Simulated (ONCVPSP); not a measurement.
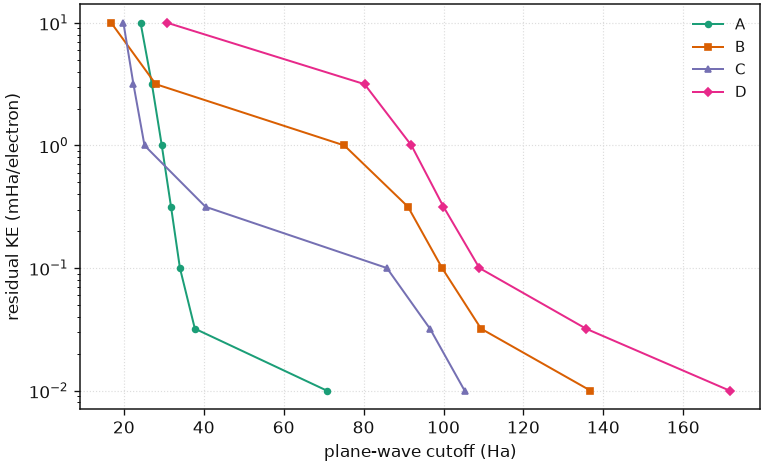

The residual kinetic energy of the 5s wave for 4 variants of one potential.

Base settings:

Iridium (Ir), optimised norm-conserving Vanderbilt (ONCV), made with ONCVPSP 4.0.1 (PBE, scalar-relativistic). Core [Kr] 4d10 4f14, reference 5s2 5p6 5d7 6s0.5 (charge +1.5). Waves: 5s+6s: rc 1.35 bohr, ncon 4, nbas 8, qcut 8.5 1/bohr, 2 projectors; 5p: rc 1.25 bohr, ncon 5, nbas 8, qcut 6.6 1/bohr, 1 projector; 5d: rc 1.25 bohr, ncon 4, nbas 7, qcut 8.3 1/bohr, local. Local part: the d channel. Core correction: none.

The variants differ in the qcut of the s channel: 4.90 1/bohr, 6.10 1/bohr, 7.20 1/bohr, 8.50 1/bohr. Which curve belongs to which value?

Answer. A: 8.50 1/bohr; B: 6.10 1/bohr; C: 7.20 1/bohr; D: 4.90 1/bohr.

What did the other tests of these runs give?

Answer. A: loose cutoff 107 Ha; bound ghosts flagged p; largest test error +6.9 meV. B: loose cutoff 107 Ha; bound ghosts flagged p; largest test error +6.3 meV. C: loose cutoff 107 Ha; bound ghosts flagged p; largest test error +6.6 meV. D: loose cutoff 107 Ha; bound ghosts flagged p; largest test error +5.3 meV. The loose cutoff is the first of the cutoffs at which the residual kinetic energy of the hardest occupied pseudo-wave falls to 1 and 0.1 mHa per electron.
